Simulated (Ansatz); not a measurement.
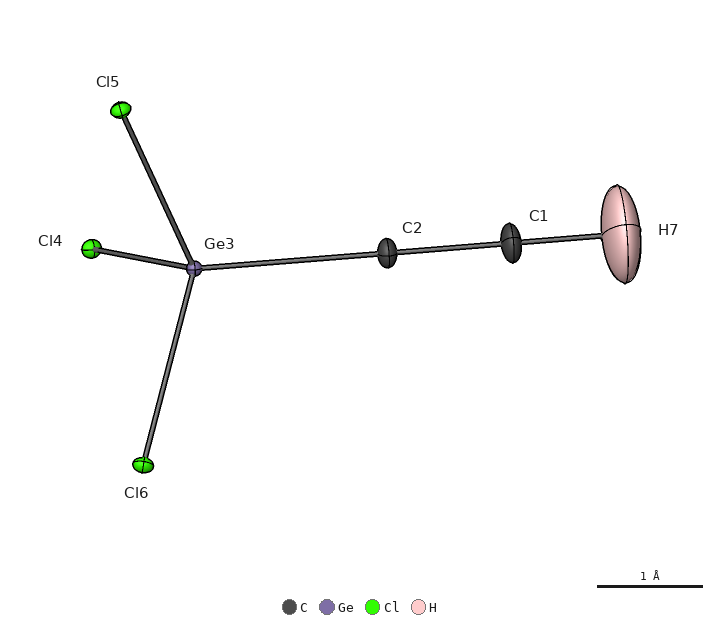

Displacement ellipsoids at the 50 % level, enlarged 1.5 times, from the internal vibrations of the free molecule (harmonic, no overall translation or rotation; no half-axis is drawn under 0.075 Å). Vibrations computed with RKS PBE0-D4/def2-TZVP (Ansatz 0.2.0). Temperature: 0 K (zero-point motion alone).

Question: Which atom has the largest mean-square displacement?

Answer: H7, with U_eq = 0.0301 Å².

Question: Does H7 move more along its bond or across it?

Answer: Across it: the root-mean-square amplitude is 0.080 Å along the bond and up to 0.205 Å across, since bending and torsion are softer than stretching.

Give the displacement parameters, one line for each set of equivalent atoms.

```json
{"atom": "C1", "U_eq (Å²)": "0.0053", "rms amplitudes (Å)": "0.042, 0.084, 0.084"}
{"atom": "C2", "U_eq (Å²)": "0.0031", "rms amplitudes (Å)": "0.040, 0.062, 0.062"}
{"atom": "Ge3", "U_eq (Å²)": "0.00058", "rms amplitudes (Å)": "0.024, 0.024, 0.024"}
{"atom": "Cl4, Cl5, Cl6", "U_eq (Å²)": "0.0015", "rms amplitudes (Å)": "0.034, 0.039, 0.044"}
{"atom": "H7", "U_eq (Å²)": "0.0301", "rms amplitudes (Å)": "0.080, 0.205, 0.205"}
```
